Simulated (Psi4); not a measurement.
**NOF (nitrosyl fluoride): SCAN/cc-pVDZ (sweep point 7)**

Aim: the vertical ionisation energy of NOF (nitrosyl fluoride) at SCAN/cc-pVDZ (sweep point 7), from 2 runs. 

Program for the calculation: Psi4 1.11.

4 further runs of the same task are left out: 4 set aside as unsound or not needed.

## 1. Starting point

NOF: 3 atoms, total charge 0, spin state singlet. As SMILES, `O=NF`. The coordinates come from a GFN2-xTB relaxation.

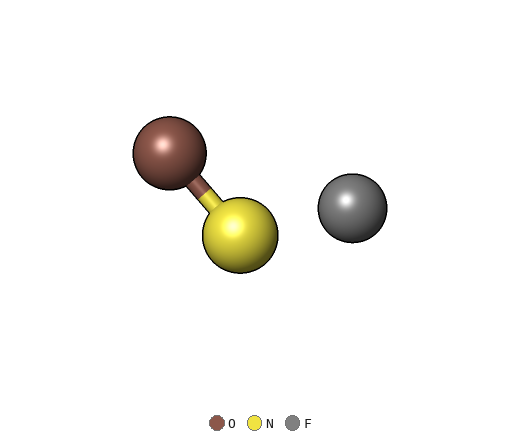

The structure, seen from a chosen angle (oxygen brown, nitrogen yellow, fluorine grey).

## 2. The energy at SCAN/cc-pVDZ (sweep point 7)

job.py

```python
import psi4

psi4.set_memory(1600000000)
psi4.set_num_threads(1)
psi4.set_output_file('fno.out', False)

mol = psi4.geometry("""
O      1.66530225     0.45933573     0.96725632
N      0.27829997    -0.91016769     0.05497213
F     -1.94362111     0.45085086    -1.02224735
units au
symmetry c1
""")

psi4.set_options({
    'reference': 'rks',
    'puream': True,
    'scf_type': 'pk',
    'dft_radial_points': 150,
    'dft_spherical_points': 974,
})

energy_value, wavefunction = psi4.energy("scan/cc-pVDZ", return_wfn=True)
print('E =', round(energy_value, 9))
```

Started as:

```console
python job.py
```

fno.out:

```text
[...]
  Running in c1 symmetry.
[...]
  Nuclear repulsion =   65.836732049838020
[...]
  Multiplicity = 1
[...]
  Nalpha       = 12
  Nbeta        = 12
[...]
    Number of basis functions: 42
[...]
   @RKS iter   1:  -229.60424991331436   -2.99243e-01   9.64710e-03 DIIS/ADIIS
[...]
   @RKS iter   9:  -229.65758113613541   -7.39362e-10   1.67516e-07 DIIS
[...]
    Orbital Energies [Eh]
    ---------------------
    Doubly Occupied:
       1A    -24.496528     2A    -19.108829     3A    -14.397911
       4A     -1.268852     5A     -1.123759     6A     -0.674222
       7A     -0.541549     8A     -0.523207     9A     -0.498757
      10A     -0.358191    11A     -0.340501    12A     -0.298653
[...]
  @RKS Final Energy:  -229.65758113613541
   => Energetics <=
    Nuclear Repulsion Energy =             65.8367320498380195
    One-Electron Energy =                -447.0620975521674154
    Two-Electron Energy =                 177.3219864105417400
    DFT Exchange-Correlation Energy =     -25.7542020443477533
    Empirical Dispersion Energy =           0.0000000000000000
    VV10 Nonlocal Energy =                  0.0000000000000000
    Total Energy =                       -229.6575811361354056
[...]
 Multipole Moments:
 ------------------------------------------------------------------------------------
     Multipole            Electronic (a.u.)      Nuclear  (a.u.)        Total (a.u.)
 ------------------------------------------------------------------------------------
 L = 1.  Multiply by 2.5417464519 to convert [e a0] to [Debye]
 Dipole X            :         -0.5618143            1.0280149            0.4662005
 Dipole Y            :          0.0533875           -0.1911438           -0.1377562
 Dipole Z            :         -0.0000000            0.0000000           -0.0000000
 Magnitude           :                                                    0.4861273
[...]
```

The script printed:

```text
E = -229.657581136
```

It took 11 s on 1 thread of Intel Xeon 6975P-C (Granite Rapids), shared host; peak memory 0.86 GiB.

## 3. The doublet cation at the same level

fno.py

```python
import psi4

psi4.set_memory(1600000000)
psi4.set_num_threads(1)
psi4.set_output_file('run.log', False)

geom = psi4.geometry("""
1 2
O      1.66530225     0.45933573     0.96725632
N      0.27829997    -0.91016769     0.05497213
F     -1.94362111     0.45085086    -1.02224735
units au
symmetry c1
""")

psi4.set_options({
    'reference': 'uks',
    'puream': True,
    'scf_type': 'pk',
    'dft_radial_points': 150,
    'dft_spherical_points': 974,
    'maxiter': 150,
})

E, wfn = psi4.energy("scan/cc-pVDZ", return_wfn=True)
print('E =', round(E, 9))
```

Started as:

```console
python fno.py
```

run.log:

```text
[...]
  Running in c1 symmetry.
[...]
  Nuclear repulsion =   65.836732049838020
[...]
  Multiplicity = 2
[...]
  Nalpha       = 12
  Nbeta        = 11
[...]
    Number of basis functions: 42
[...]
   @UKS iter   1:  -229.14559785735190    1.59409e-01   7.60288e-03 DIIS/ADIIS
[...]
   @UKS iter  11:  -229.18901159090183   -1.15165e-08   6.93773e-07 DIIS
[...]
   @S^2 Observed:                7.687152895E-01
[...]
    Orbital Energies [Eh]
    ---------------------
    Alpha Occupied:
       1A    -24.941269     2A    -19.555355     3A    -14.818120
       4A     -1.676496     5A     -1.544186     6A     -1.072257
       7A     -0.950991     8A     -0.907539     9A     -0.901483
      10A     -0.749915    11A     -0.738207    12A     -0.735166
    Alpha Virtual:
      13A     -0.544743    14A     -0.428266    15A     -0.042398
      16A      0.310130    17A      0.326343    18A      0.334493
      19A      0.455847    20A      0.515681    21A      0.569283
      22A      0.594966    23A      0.810128    24A      0.866050
      25A      0.904937    26A      1.223811    27A      1.230848
[...]
  @UKS Final Energy:  -229.18901159090183
   => Energetics <=
    Nuclear Repulsion Energy =             65.8367320498380195
    One-Electron Energy =                -437.4872054483751640
    Two-Electron Energy =                 167.7317678774138017
    DFT Exchange-Correlation Energy =     -25.2703060697784956
    Empirical Dispersion Energy =           0.0000000000000000
    VV10 Nonlocal Energy =                  0.0000000000000000
    Total Energy =                       -229.1890115909018277
[...]
 Multipole Moments:
 ------------------------------------------------------------------------------------
     Multipole            Electronic (a.u.)      Nuclear  (a.u.)        Total (a.u.)
 ------------------------------------------------------------------------------------
 L = 1.  Multiply by 2.5417464519 to convert [e a0] to [Debye]
 Dipole X            :         -0.4187390            1.0280149            0.6092759
 Dipole Y            :         -0.0719661           -0.1911438           -0.2631099
 Dipole Z            :         -0.0000000            0.0000000           -0.0000000
 Magnitude           :                                                    0.6636595
[...]
```

Standard output:

```text
E = -229.189011591
```

Wall time 19 s (1 thread of Intel Xeon 6975P-C (Granite Rapids), shared host); peak memory 0.86 GiB.

## 4. Outcome

Level: SCAN/cc-pVDZ (sweep point 7).

```
                                          quantity          value
                         singlet NOF: total energy  -229.65758 Eh
                        singlet NOF: dipole moment         1.24 D
                          singlet NOF: HOMO energy       -8.13 eV
                          singlet NOF: LUMO energy       -4.22 eV
                        singlet NOF: HOMO–LUMO gap        3.91 eV
                      doublet cation: total energy  -229.18901 Eh
doublet cation: HOMO energy (highest over α and β)      -19.57 eV
 doublet cation: LUMO energy (lowest over α and β)      -17.29 eV
                              doublet cation: ⟨S²⟩          0.769
vertical ionisation energy (to the doublet cation)      12.750 eV
```

In words: Removing an electron at fixed nuclei costs 12.75 eV (1230 kJ/mol). The negative HOMO energy of the first species, 8.13 eV, lies 4.62 eV below that difference.
